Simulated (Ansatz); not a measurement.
The calculation's input:

```
crystal:
  periodic: [false, false, false]
  atoms:
    - {symbol: Al, position_ang: [-1.247617, 0.239785, -1.335932]}
    - {symbol: Ge, position_ang: [-3.417297, 0.160138, 0.456170]}
    - {symbol: "N", position_ang: [-1.352891, 0.592713, 0.565316]}
    - {symbol: H, position_ang: [-3.029072, 0.034646, -1.244552]}
    - {symbol: H, position_ang: [-1.071796, 1.584455, -2.160266]}
    - {symbol: H, position_ang: [-0.559703, -1.148878, -1.663993]}
    - {symbol: H, position_ang: [-0.873568, -0.045488, 1.196025]}
    - {symbol: H, position_ang: [-1.191604, 1.544780, 0.885058]}
    - {symbol: H, position_ang: [-3.050853, -1.396572, 0.587014]}
basis:
  gaussian:
    orbitals: def2-TZVPD
output: {forces: true, orbitals: {seedname: orbitals}}
hamiltonian:
  xc: {name: PBE0}
```

Command:

```sh
ansatz run input.yaml --threads 1 --pin off --max-ram 2610MiB --events-out events.jsonl --progress --plain --runs-dir runs
```

Geometry: B3LYP/6-31G*.

All numbers below come from Ansatz 0.2.0, isolated molecule in a Gaussian basis; Kohn-Sham density functional theory, functional PBE0.

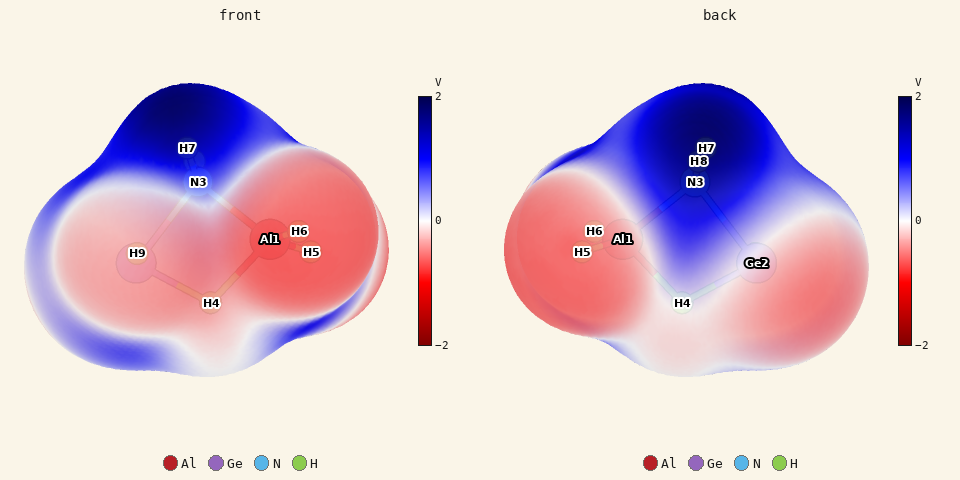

AlGeH6N. The electrostatic potential painted on the density surface at 0.001 e/bohr³, seen from the front and from behind; the colour scale runs from red (negative) to blue (positive).

Which sites attract a positive test charge, and which a negative one?

Answer. A positive charge is drawn to the negative regions and a negative charge to the positive ones. The most negative region (about −0.6 V) lies over H5 and H6, the most positive (about +1.8 V) over H7 and H8.
